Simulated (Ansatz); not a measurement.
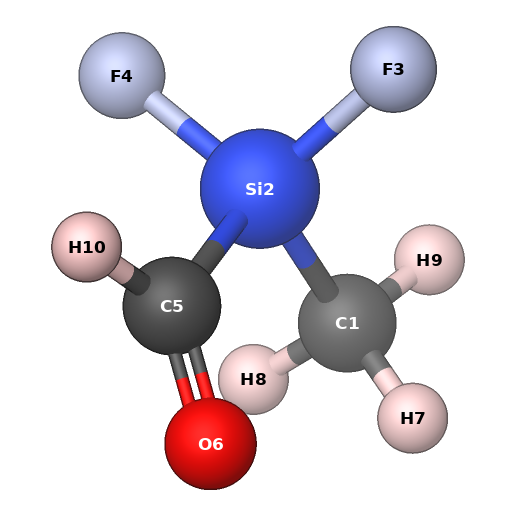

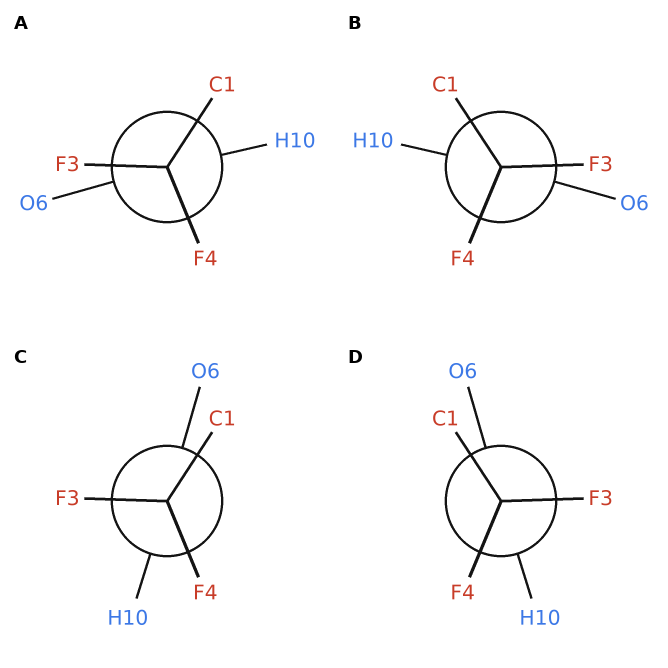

Atoms fade into the background with distance from the viewer. Bonds that would overlap in a projection are set slightly apart. The geometry was computed by an optimisation with PBE-D4/def2-SVP. No frequency run is at hand to confirm it as a minimum.

Which Newman projection shows the view along Si2–C5, with Si2 in front?

D. The torsion angle F3–Si2–C5–O6 is −105°, anticlinal.
